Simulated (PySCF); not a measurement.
# B2H5NO: electronic excitations at several levels of theory

How much do the electronic excitations of B2H5NO (`BOBN`) depend on the level of theory, and what does each level cost?

The runs use PySCF 2.14.0, with density-fitted response routines of our own; the level of theory stands in each step. All values are computed, except where a source is named. Atoms count from 0, in the outputs and in this text.

## (1) The molecule as given

9 atoms, charge 0, multiplicity 1; geometry from: GFN2-xTB. The atoms were then displaced at random by about 0.01 Å, so the start is not that level's minimum.

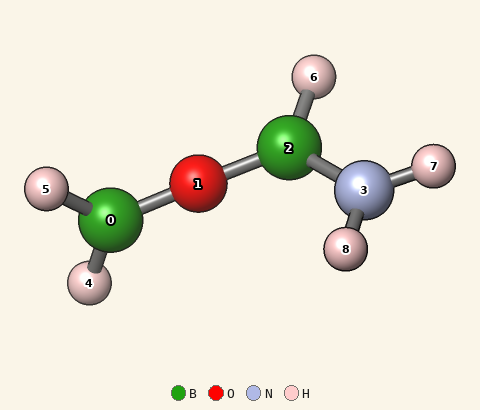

As it starts; boron green, oxygen red, nitrogen light blue, hydrogen pink, atoms numbered.

## (2) Geometry optimisation at PBE0-D3(BJ)/def2-SVP

The job: settings as JSON, then the geometry in Å.

```
{"job": {"xc": "PBE0", "basis": "def2-SVP", "d3": "d3bj", "grid": 1, "shake": 0.01, "kind": "geom"}, "charge": 0, "multiplicity": 1}
B     -1.845270     0.052320    -0.005890
O     -0.597930     0.303720     0.015290
B      0.690790     0.526050     0.042420
N      1.645780    -0.543690     0.100110
H     -2.425090    -0.051360    -1.059040
H     -2.478430    -0.000770     1.000560
H      1.132300     1.629350     0.038480
H      2.624690    -0.432810     0.123430
H      1.310970    -1.499960     0.138160
```

On the command line:

```bash
> OMP_NUM_THREADS=1 python probes_run.py task.json out
```

One launch serves the whole session: the jobs run in the order shown.

The log of the run:

```text
step   0  E = -182.43612507  max force = 0.064579
step   1  E = -182.44154198  max force = 0.020509
step   2  E = -182.44088920  max force = 0.018781
step   3  E = -182.44313651  max force = 0.009112
step   4  E = -182.44393571  max force = 0.003402
step   5  E = -182.44408813  max force = 0.002685
step   6  E = -182.44425928  max force = 0.002403
step   7  E = -182.44433390  max force = 0.000712
step   8  E = -182.44434759  max force = 0.000740
step   9  E = -182.44436979  max force = 0.001059
step  10  E = -182.44440652  max force = 0.001682
step  11  E = -182.44447324  max force = 0.002186
step  12  E = -182.44496152  max force = 0.004914
step  13  E = -182.44510223  max force = 0.001994
step  14  E = -182.44519107  max force = 0.002432
step  15  E = -182.44529818  max force = 0.003272
step  16  E = -182.44549429  max force = 0.003579
step  17  E = -182.44551632  max force = 0.002054
step  18  E = -182.44560593  max force = 0.001790
step  19  E = -182.44568080  max force = 0.001980
step  20  E = -182.44575590  max force = 0.001689
step  21  E = -182.44583861  max force = 0.001480
step  22  E = -182.44592983  max force = 0.002142
step  23  E = -182.44615422  max force = 0.003312
step  24  E = -182.44645096  max force = 0.006747
step  25  E = -182.44677727  max force = 0.006627
step  26  E = -182.44722834  max force = 0.005638
step  27  E = -182.44736424  max force = 0.002108
step  28  E = -182.44741494  max force = 0.000708
step  29  E = -182.44742691  max force = 0.000858
step  30  E = -182.44743104  max force = 0.000753
step  31  E = -182.44742727  max force = 0.000407
step  32  E = -182.44742913  max force = 0.000085
optimisation converged
```

Run time: 59 s. Hardware: 1 thread of Arm Neoverse V1, shared host; peak memory 0.34 GiB.

The steps of the relaxation: (the energy doesn't fall at every step)

```
step  energy from step 0 (eV)  largest force component (eV/Å)
   0                   0.0000                          3.3208
   1                  -0.1474                          1.0546
   2                  -0.1296                          0.9658
   3                  -0.1908                          0.4686
   4                  -0.2125                          0.1749
   5                  -0.2167                          0.1381
   6                  -0.2213                          0.1236
   7                  -0.2234                          0.0366
   8                  -0.2237                          0.0381
   9                  -0.2244                          0.0545
  10                  -0.2253                          0.0865
  11                  -0.2272                          0.1124
  12                  -0.2405                          0.2527
  13                  -0.2443                          0.1025
  14                  -0.2467                          0.1251
  15                  -0.2496                          0.1683
  16                  -0.2549                          0.1840
  17                  -0.2555                          0.1056
  18                  -0.2580                          0.0920
  19                  -0.2600                          0.1018
  20                  -0.2621                          0.0869
  21                  -0.2643                          0.0761
  22                  -0.2668                          0.1101
  23                  -0.2729                          0.1703
  24                  -0.2810                          0.3469
  25                  -0.2899                          0.3408
  26                  -0.3021                          0.2899
  27                  -0.3058                          0.1084
  28                  -0.3072                          0.0364
  29                  -0.3075                          0.0441
  30                  -0.3077                          0.0387
  31                  -0.3075                          0.0209
  32                  -0.3076                          0.0044
```

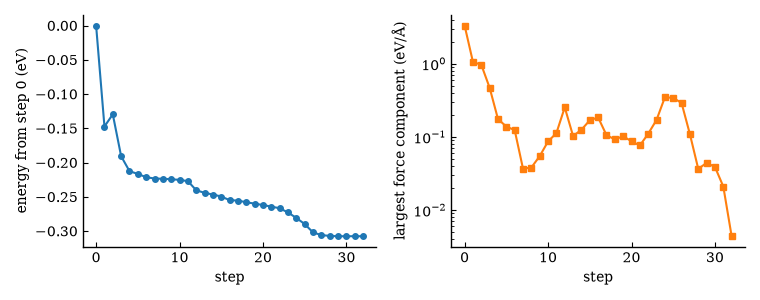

Energy and largest force along the relaxation.

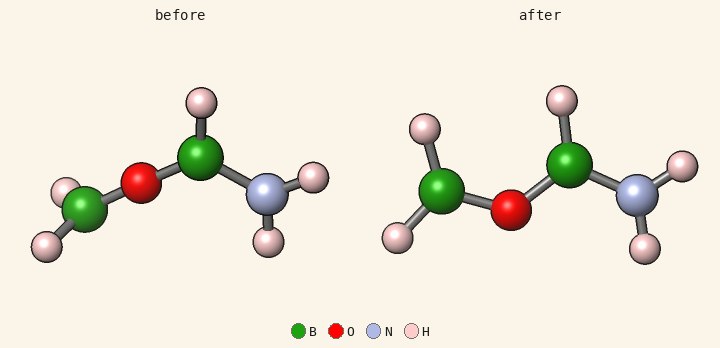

Before and after, at one scale.

Distances of close pairs at the start and the end, largest changes first:

```
 bond  before (Å)  after (Å)  change (Å)
O1–B2       1.308      1.389      +0.081
B0–O1       1.273      1.349      +0.076
B2–N3       1.435      1.391      -0.044
N3–H7       0.985      1.009      +0.024
B2–H6       1.188      1.210      +0.022
B0–H5       1.190      1.211      +0.021
B0–H4       1.207      1.214      +0.008
N3–H8       1.014      1.013      -0.001
```

The final coordinates are the input of the step that follows.

```
                         at the end point                 value
rotational constants (GHz, main isotopes)  45.261, 4.389, 4.003
                        dipole moment (D)                  2.56
```

## (3) TDDFT and polarisability: wB97X-D/def2-SVPD

The job: settings as JSON, then the geometry in Å.

```
{"job": {"kind": "uv", "xc": "wB97X-D", "basis": "def2-SVPD", "ip": true}, "charge": 0, "multiplicity": 1}
B     -1.771294     0.503793     0.348078
O     -0.667106    -0.269775     0.299680
B      0.581165     0.095804    -0.187730
N      1.620770    -0.821402    -0.074962
H     -1.743157     1.644931    -0.066617
H     -2.777963     0.020415     0.817214
H      0.759606     1.179946    -0.694891
H      2.557484    -0.630822    -0.399400
H      1.494722    -1.730995     0.351657
```

Method: TDDFT wB97X-D/def2-SVPD, vertical, gas phase, core orbitals frozen in the response.

The log of the run:

```text
coarse grid: 7424 points
cycle   1  E = -182.5075581493  dE =  3.474e-01  |g| = 6.517e-01  |ddm| = 3.821e+00
cycle   2  E = -182.4850852447  dE =  2.247e-02  |g| = 7.814e-01  |ddm| = 1.512e+00
cycle   3  E = -182.5955565241  dE = -1.105e-01  |g| = 5.152e-02  |ddm| = 7.230e-01
cycle   4  E = -182.5960008218  dE = -4.443e-04  |g| = 3.422e-02  |ddm| = 1.071e-01
cycle   5  E = -182.5962527676  dE = -2.519e-04  |g| = 4.949e-03  |ddm| = 4.765e-02
cycle   6  E = -182.5962593007  dE = -6.533e-06  |g| = 5.803e-04  |ddm| = 1.333e-02
final grid: 71480 points
cycle   7  E = -182.6226325622  dE = -4.793e-05  |g| = 6.138e-03  |ddm| = 9.841e-02
cycle   8  E = -182.6226332091  dE = -6.468e-07  |g| = 6.228e-03  |ddm| = 2.106e-02
cycle   9  E = -182.6226409451  dE = -7.736e-06  |g| = 2.825e-04  |ddm| = 5.083e-03
cycle  10  E = -182.6226409863  dE = -4.114e-08  |g| = 1.302e-04  |ddm| = 1.944e-03
cycle  11  E = -182.6226409923  dE = -5.993e-09  |g| = 2.890e-05  |ddm| = 3.727e-04
cycle  12  E = -182.6226409926  dE = -3.429e-10  |g| = 2.040e-05  |ddm| = 9.539e-05
converged SCF energy = -182.6226409926

Static polarisability (au): isotropic 42.674, principal 32.261 41.523 54.238

Singlet excitations
state   eV       nm        f      main configurations
  1   5.9839    207.2   0.00004   H->L 0.96
  2   7.7204    160.6   0.04874   H-1->L+1 0.84
  3   7.8529    157.9   0.28198   H-1->L 0.89
  4   7.9060    156.8   0.01425   H->L+3 0.55, H-2->L 0.31
  5   8.2592    150.1   0.00883   H-2->L 0.57, H->L+3 0.32
  6   8.3511    148.5   0.02347   H->L+1 0.62, H->L+2 0.23
  7   8.6505    143.3   0.06763   H-1->L+3 0.75, H->L+2 0.12
  8   8.9467    138.6   0.10315   H->L+2 0.54, H->L+1 0.20, H-1->L+3 0.08
  9   9.1111    136.1   0.00058   H-1->L+4 0.64, H-1->L+6 0.10
 10   9.3291    132.9   0.01297   H-1->L+2 0.27, H-1->L+5 0.25, H-2->L+3 0.17

Triplet excitations (Tamm-Dancoff, eV): 5.5310 6.6147 7.5075 7.5427
Vertical ionisation energy (delta-SCF) = 10.8584 eV
```

Run time: 42 s. Hardware: 1 thread of Arm Neoverse V1, shared host; peak memory 0.56 GiB.

The orbitals next to the gap, with their largest atomic shares:

```
orbital      eV                      atoms
 HOMO−3  -13.37  O1 67 %, B2 12 %, B0 11 %
 HOMO−2  -11.82  B2 27 %, H6 25 %, B0 15 %
 HOMO−1  -10.42  N3 63 %, B2 13 %, O1 11 %
   HOMO  -10.26  O1 34 %, B0 25 %, H4 16 %
   LUMO    1.34  B0 49 %, O1 20 %, H5 11 %
 LUMO+1    1.86   B2 60 %, H7 12 %, B0 9 %
 LUMO+2    2.49    B0 69 %, H5 9 %, H4 6 %
```

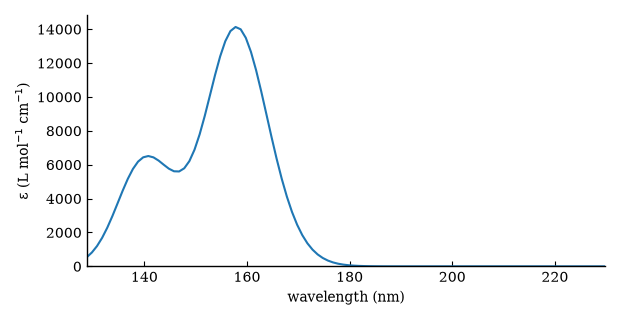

Absorption spectrum: each of the 10 states is a Gaussian band of 0.4 eV half-width at 1/e. Beyond the last state computed it falls off for lack of states.

Further results of this job:

```
           property  computed
  dipole moment (D)      2.13
polarisability (Å³)      6.32
 HOMO–LUMO gap (eV)     11.60
      −ε(HOMO) (eV)     10.26
```

## (4) TDDFT and polarisability: LC-wPBE/def2-SVPD

Settings changed since step 3:

```diff
@@ -1,2 +1,2 @@
-{"job": {"kind": "uv", "xc": "wB97X-D", "basis": "def2-SVPD", "ip": true}, "charge": 0, "multiplicity": 1}
+{"job": {"kind": "uv", "xc": "LC-wPBE", "basis": "def2-SVPD", "ip": true}, "charge": 0, "multiplicity": 1}
 B     -1.771294     0.503793     0.348078
```

Level: TDDFT LC-wPBE/def2-SVPD, vertical, gas phase, core orbitals frozen in the response.

The log of the run:

```text
coarse grid: 7424 points
cycle   1  E = -182.4400863723  dE =  3.922e-01  |g| = 6.355e-01  |ddm| = 3.927e+00
cycle   2  E = -182.4447033638  dE = -4.617e-03  |g| = 6.810e-01  |ddm| = 1.313e+00
cycle   3  E = -182.5264580063  dE = -8.175e-02  |g| = 5.217e-02  |ddm| = 5.958e-01
cycle   4  E = -182.5271131419  dE = -6.551e-04  |g| = 2.977e-02  |ddm| = 1.259e-01
cycle   5  E = -182.5273101522  dE = -1.970e-04  |g| = 5.803e-03  |ddm| = 3.782e-02
cycle   6  E = -182.5273191093  dE = -8.957e-06  |g| = 7.058e-04  |ddm| = 1.309e-02
final grid: 71480 points
cycle   7  E = -182.5588085892  dE = -2.177e-05  |g| = 3.946e-03  |ddm| = 4.680e-02
cycle   8  E = -182.5588091142  dE = -5.250e-07  |g| = 3.617e-03  |ddm| = 8.798e-03
cycle   9  E = -182.5588119049  dE = -2.791e-06  |g| = 2.375e-04  |ddm| = 3.123e-03
cycle  10  E = -182.5588119240  dE = -1.915e-08  |g| = 1.606e-04  |ddm| = 6.822e-04
cycle  11  E = -182.5588119292  dE = -5.104e-09  |g| = 4.210e-05  |ddm| = 2.607e-04
cycle  12  E = -182.5588119297  dE = -5.372e-10  |g| = 7.942e-06  |ddm| = 1.123e-04
converged SCF energy = -182.5588119297

Static polarisability (au): isotropic 41.753, principal 31.434 40.556 53.270

Singlet excitations
state   eV       nm        f      main configurations
  1   5.9316    209.0   0.00007   H->L 0.93
  2   8.0360    154.3   0.00069   H->L+3 0.39, H-2->L 0.29, H-2->L+3 0.12
  3   8.0853    153.3   0.05686   H-1->L+1 0.68
  4   8.2779    149.8   0.41115   H-1->L 0.57, H-1->L+3 0.28
  5   8.6729    143.0   0.02019   H-2->L 0.44, H->L+3 0.30, H-4->L 0.10
  6   8.7561    141.6   0.03360   H->L+1 0.54, H->L+2 0.28
  7   9.1501    135.5   0.00193   H-1->L+3 0.52, H-1->L 0.21, H->L+2 0.10
  8   9.4021    131.9   0.09129   H->L+2 0.44, H->L+5 0.15, H->L+1 0.14
  9   9.4476    131.2   0.00124   H-1->L+4 0.56, H-1->L+6 0.12, H-1->L+7 0.09
 10   9.6439    128.6   0.04404   H-4->L 0.41, H-2->L+3 0.30, H->L+3 0.11

Triplet excitations (Tamm-Dancoff, eV): 5.2952 6.6939 7.4550 7.7219
Vertical ionisation energy (delta-SCF) = 11.0786 eV
```

Wall time 42 s (1 thread of Arm Neoverse V1, shared host); peak memory 0.55 GiB.

This run: HOMO -11.13 eV, LUMO 1.72 eV; lowest singlet 5.93 eV.

## (5) Ultraviolet spectrum: PBE0/6-31G*

Settings changed since step 4:

```diff
@@ -1,2 +1,2 @@
-{"job": {"kind": "uv", "xc": "LC-wPBE", "basis": "def2-SVPD", "ip": true}, "charge": 0, "multiplicity": 1}
+{"job": {"kind": "uv", "xc": "PBE0", "basis": "6-31G*"}, "charge": 0, "multiplicity": 1}
 B     -1.771294     0.503793     0.348078
```

Method: TDDFT PBE0/6-31G*, vertical, gas phase, core orbitals frozen in the response.

The log of the run:

```text
coarse grid: 7424 points
cycle   1  E = -182.5172976805  dE =  3.000e-01  |g| = 6.349e-01  |ddm| = 2.598e+00
cycle   2  E = -182.4031101107  dE =  1.142e-01  |g| = 9.950e-01  |ddm| = 1.202e+00
cycle   3  E = -182.5968437874  dE = -1.937e-01  |g| = 8.408e-02  |ddm| = 8.028e-01
cycle   4  E = -182.5980207645  dE = -1.177e-03  |g| = 3.862e-02  |ddm| = 7.312e-02
cycle   5  E = -182.5983182291  dE = -2.975e-04  |g| = 9.988e-03  |ddm| = 3.175e-02
cycle   6  E = -182.5983436554  dE = -2.543e-05  |g| = 9.272e-04  |ddm| = 8.919e-03
cycle   7  E = -182.5983439205  dE = -2.652e-07  |g| = 1.174e-04  |ddm| = 1.343e-03
final grid: 71480 points
cycle   8  E = -182.5687771460  dE = -1.534e-05  |g| = 6.673e-03  |ddm| = 1.483e-02
cycle   9  E = -182.5687680345  dE =  9.112e-06  |g| = 9.630e-03  |ddm| = 1.040e-02
cycle  10  E = -182.5687867677  dE = -1.873e-05  |g| = 8.098e-04  |ddm| = 6.287e-03
cycle  11  E = -182.5687869354  dE = -1.678e-07  |g| = 1.891e-04  |ddm| = 9.145e-04
cycle  12  E = -182.5687869416  dE = -6.135e-09  |g| = 6.653e-05  |ddm| = 1.602e-04
cycle  13  E = -182.5687869425  dE = -9.677e-10  |g| = 7.501e-06  |ddm| = 5.020e-05
converged SCF energy = -182.5687869425

Static polarisability (au): isotropic 33.812, principal 18.917 33.512 49.007

Singlet excitations
state   eV       nm        f      main configurations
  1   5.9854    207.1   0.00020   H->L 0.97
  2   7.1892    172.5   0.16337   H-1->L 0.97
  3   7.8333    158.3   0.00150   H-2->L 0.87, H->L+1 0.10
  4   8.1864    151.5   0.00211   H->L+1 0.84, H-2->L 0.10
  5   8.9788    138.1   0.22177   H-1->L+1 0.82
  6   9.0190    137.5   0.01921   H-1->L+2 0.92
  7   9.4188    131.6   0.06163   H-4->L 0.84, H-2->L+1 0.10
  8   9.7199    127.6   0.08972   H-3->L 0.49, H->L+2 0.41
  9   9.7549    127.1   0.01048   H-2->L+1 0.77, H-4->L 0.11
 10   9.8825    125.5   0.03276   H->L+2 0.50, H-3->L 0.37

Triplet excitations (Tamm-Dancoff, eV): 5.4673 6.0921 7.2637 7.4179
```

Wall time 3.9 s (1 thread of Arm Neoverse V1, shared host); peak memory 0.37 GiB.

This run: HOMO -8.05 eV, LUMO -0.09 eV; lowest singlet 5.99 eV.

## (6) Excited states and response: PBE0/def2-SVP

Settings changed since step 5:

```diff
@@ -1,2 +1,2 @@
-{"job": {"kind": "uv", "xc": "PBE0", "basis": "6-31G*"}, "charge": 0, "multiplicity": 1}
+{"job": {"kind": "uv", "xc": "PBE0", "basis": "def2-SVP"}, "charge": 0, "multiplicity": 1}
 B     -1.771294     0.503793     0.348078
```

Level: TDDFT PBE0/def2-SVP, vertical, gas phase, core orbitals frozen in the response.

The log of the run:

```text
coarse grid: 7424 points
cycle   1  E = -182.3390702866  dE =  2.757e-01  |g| = 6.196e-01  |ddm| = 2.929e+00
cycle   2  E = -182.2244395116  dE =  1.146e-01  |g| = 9.866e-01  |ddm| = 1.301e+00
cycle   3  E = -182.4143936136  dE = -1.900e-01  |g| = 8.063e-02  |ddm| = 8.757e-01
cycle   4  E = -182.4154285716  dE = -1.035e-03  |g| = 3.949e-02  |ddm| = 7.689e-02
cycle   5  E = -182.4157430387  dE = -3.145e-04  |g| = 9.308e-03  |ddm| = 3.205e-02
cycle   6  E = -182.4157653301  dE = -2.229e-05  |g| = 9.655e-04  |ddm| = 9.228e-03
cycle   7  E = -182.4157656157  dE = -2.855e-07  |g| = 1.085e-04  |ddm| = 1.477e-03
final grid: 71480 points
cycle   8  E = -182.4436333880  dE = -2.105e-05  |g| = 7.019e-03  |ddm| = 1.627e-02
cycle   9  E = -182.4436212719  dE =  1.212e-05  |g| = 1.059e-02  |ddm| = 1.129e-02
cycle  10  E = -182.4436435494  dE = -2.228e-05  |g| = 7.407e-04  |ddm| = 7.208e-03
cycle  11  E = -182.4436436898  dE = -1.404e-07  |g| = 1.883e-04  |ddm| = 9.538e-04
cycle  12  E = -182.4436436957  dE = -5.955e-09  |g| = 7.076e-05  |ddm| = 1.725e-04
cycle  13  E = -182.4436436969  dE = -1.150e-09  |g| = 8.898e-06  |ddm| = 6.052e-05
cycle  14  E = -182.4436436969  dE = -1.700e-11  |g| = 2.647e-06  |ddm| = 1.196e-05
converged SCF energy = -182.4436436969

Static polarisability (au): isotropic 35.609, principal 21.864 34.566 50.395

Singlet excitations
state   eV       nm        f      main configurations
  1   5.8418    212.2   0.00014   H->L 0.99
  2   7.1038    174.5   0.15160   H-1->L 0.98
  3   7.6840    161.4   0.00113   H-2->L 0.89
  4   7.9952    155.1   0.00437   H->L+1 0.89
  5   8.4991    145.9   0.02057   H-1->L+2 0.98
  6   8.8596    139.9   0.15284   H-1->L+1 0.75, H->L+2 0.16
  7   9.1489    135.5   0.16050   H->L+2 0.78, H-1->L+1 0.12
  8   9.2679    133.8   0.06941   H-4->L 0.82, H-2->L+1 0.13
  9   9.5231    130.2   0.00083   H-2->L+1 0.76, H-4->L 0.14
 10   9.6358    128.7   0.00153   H-1->L+3 0.87

Triplet excitations (Tamm-Dancoff, eV): 5.2860 6.0591 7.1627 7.2875
```

Run time: 4.9 s. Hardware: 1 thread of Arm Neoverse V1, shared host; peak memory 0.41 GiB.

This run: HOMO -8.15 eV, LUMO -0.37 eV; lowest singlet 5.84 eV.

## (7) TDDFT and polarisability: PBE0/def2-TZVP

Settings changed since step 6:

```diff
@@ -1,2 +1,2 @@
-{"job": {"kind": "uv", "xc": "PBE0", "basis": "def2-SVP"}, "charge": 0, "multiplicity": 1}
+{"job": {"kind": "uv", "xc": "PBE0", "basis": "def2-TZVP"}, "charge": 0, "multiplicity": 1}
 B     -1.771294     0.503793     0.348078
```

Level: TDDFT PBE0/def2-TZVP, vertical, gas phase, core orbitals frozen in the response.

The log of the run:

```text
coarse grid: 7424 points
cycle   1  E = -182.5711168148  dE =  2.978e-01  |g| = 6.715e-01  |ddm| = 2.080e+00
cycle   2  E = -182.4349445293  dE =  1.362e-01  |g| = 1.088e+00  |ddm| = 9.510e-01
cycle   3  E = -182.6544438997  dE = -2.195e-01  |g| = 8.935e-02  |ddm| = 6.132e-01
cycle   4  E = -182.6556219834  dE = -1.178e-03  |g| = 4.696e-02  |ddm| = 6.956e-02
cycle   5  E = -182.6560270045  dE = -4.050e-04  |g| = 1.091e-02  |ddm| = 2.686e-02
cycle   6  E = -182.6560560135  dE = -2.901e-05  |g| = 1.321e-03  |ddm| = 8.455e-03
cycle   7  E = -182.6560564806  dE = -4.671e-07  |g| = 1.737e-04  |ddm| = 1.572e-03
final grid: 71480 points
cycle   8  E = -182.6502097089  dE = -4.982e-05  |g| = 7.285e-03  |ddm| = 5.044e-02
cycle   9  E = -182.6501984831  dE =  1.123e-05  |g| = 1.070e-02  |ddm| = 8.172e-03
cycle  10  E = -182.6502195903  dE = -2.111e-05  |g| = 9.021e-04  |ddm| = 4.883e-03
cycle  11  E = -182.6502197696  dE = -1.793e-07  |g| = 2.835e-04  |ddm| = 8.320e-04
cycle  12  E = -182.6502197826  dE = -1.304e-08  |g| = 1.060e-04  |ddm| = 1.853e-04
cycle  13  E = -182.6502197850  dE = -2.350e-09  |g| = 1.205e-05  |ddm| = 7.176e-05
cycle  14  E = -182.6502197850  dE = -3.092e-11  |g| = 3.901e-06  |ddm| = 1.092e-05
converged SCF energy = -182.6502197850

Static polarisability (au): isotropic 40.700, principal 28.778 39.443 53.880

Singlet excitations
state   eV       nm        f      main configurations
  1   5.8104    213.4   0.00004   H->L 0.98
  2   7.0059    177.0   0.13463   H-1->L 0.98
  3   7.6227    162.7   0.00191   H-2->L 0.56, H->L+1 0.40
  4   7.7586    159.8   0.00708   H->L+1 0.57, H-2->L 0.40
  5   7.8627    157.7   0.03750   H-1->L+2 0.97
  6   8.2658    150.0   0.00182   H->L+2 0.79, H-1->L+1 0.16
  7   8.5473    145.1   0.23835   H-1->L+1 0.77, H->L+2 0.14
  8   8.9437    138.6   0.00175   H-1->L+3 0.81, H-1->L+4 0.12
  9   9.1157    136.0   0.01273   H->L+3 0.51, H->L+4 0.37
 10   9.1462    135.6   0.05437   H-2->L+1 0.52, H-4->L 0.41

Triplet excitations (Tamm-Dancoff, eV): 5.2492 6.1041 7.0313 7.2280
```

Run time: 11 s. Hardware: 1 thread of Arm Neoverse V1, shared host; peak memory 0.62 GiB.

Key values: HOMO -8.27 eV, LUMO -0.55 eV; lowest singlet 5.81 eV.

## (8) Ultraviolet spectrum: PBE0/aug-cc-pVDZ

Settings changed since step 7:

```diff
@@ -1,2 +1,2 @@
-{"job": {"kind": "uv", "xc": "PBE0", "basis": "def2-TZVP"}, "charge": 0, "multiplicity": 1}
+{"job": {"kind": "uv", "xc": "PBE0", "basis": "aug-cc-pVDZ"}, "charge": 0, "multiplicity": 1}
 B     -1.771294     0.503793     0.348078
```

With the program's defaults for keys left out, this is: TDDFT PBE0/aug-cc-pVDZ, vertical, gas phase, core orbitals frozen in the response.

The log of the run:

```text
coarse grid: 7424 points
cycle   1  E = -182.5111746393  dE =  3.160e-01  |g| = 6.266e-01  |ddm| = 7.086e+00
cycle   2  E = -182.3851434138  dE =  1.260e-01  |g| = 1.019e+00  |ddm| = 2.209e+00
cycle   3  E = -182.5884294297  dE = -2.033e-01  |g| = 8.102e-02  |ddm| = 1.229e+00
cycle   4  E = -182.5894506890  dE = -1.021e-03  |g| = 4.161e-02  |ddm| = 1.728e-01
cycle   5  E = -182.5897968831  dE = -3.462e-04  |g| = 9.525e-03  |ddm| = 6.569e-02
cycle   6  E = -182.5898204120  dE = -2.353e-05  |g| = 1.098e-03  |ddm| = 2.207e-02
cycle   7  E = -182.5898207707  dE = -3.588e-07  |g| = 1.355e-04  |ddm| = 3.033e-03
final grid: 71480 points
cycle   8  E = -182.5973219705  dE = -2.336e-05  |g| = 6.661e-03  |ddm| = 9.276e-02
cycle   9  E = -182.5973121813  dE =  9.789e-06  |g| = 9.799e-03  |ddm| = 2.250e-02
cycle  10  E = -182.5973314951  dE = -1.931e-05  |g| = 8.148e-04  |ddm| = 1.253e-02
cycle  11  E = -182.5973316674  dE = -1.723e-07  |g| = 2.139e-04  |ddm| = 2.057e-03
cycle  12  E = -182.5973316749  dE = -7.454e-09  |g| = 8.300e-05  |ddm| = 3.838e-04
cycle  13  E = -182.5973316764  dE = -1.515e-09  |g| = 1.049e-05  |ddm| = 1.369e-04
cycle  14  E = -182.5973316764  dE = -2.768e-11  |g| = 3.258e-06  |ddm| = 2.730e-05
converged SCF energy = -182.5973316764

Static polarisability (au): isotropic 43.864, principal 32.537 42.307 56.748

Singlet excitations
state   eV       nm        f      main configurations
  1   5.7563    215.4   0.00003   H->L 0.98
  2   6.9135    179.3   0.13618   H-1->L 0.98
  3   7.0613    175.6   0.03795   H-1->L+1 0.97
  4   7.3785    168.0   0.00642   H->L+1 0.94
  5   7.4525    166.4   0.00853   H->L+2 0.82
  6   7.6394    162.3   0.00163   H-2->L 0.88, H->L+2 0.09
  7   7.9156    156.6   0.02965   H->L+4 0.48, H->L+3 0.44
  8   7.9349    156.3   0.00383   H-1->L+3 0.76, H-1->L+4 0.11
  9   8.0257    154.5   0.07845   H->L+3 0.49, H->L+4 0.43
 10   8.1536    152.1   0.16055   H-1->L+2 0.91

Triplet excitations (Tamm-Dancoff, eV): 5.1950 6.0551 6.8038 6.9143
```

Wall time 10 s (1 thread of Arm Neoverse V1, shared host); peak memory 0.6 GiB.

This run: HOMO -8.27 eV, LUMO -0.66 eV; lowest singlet 5.76 eV.

[end of part 1 of 2]
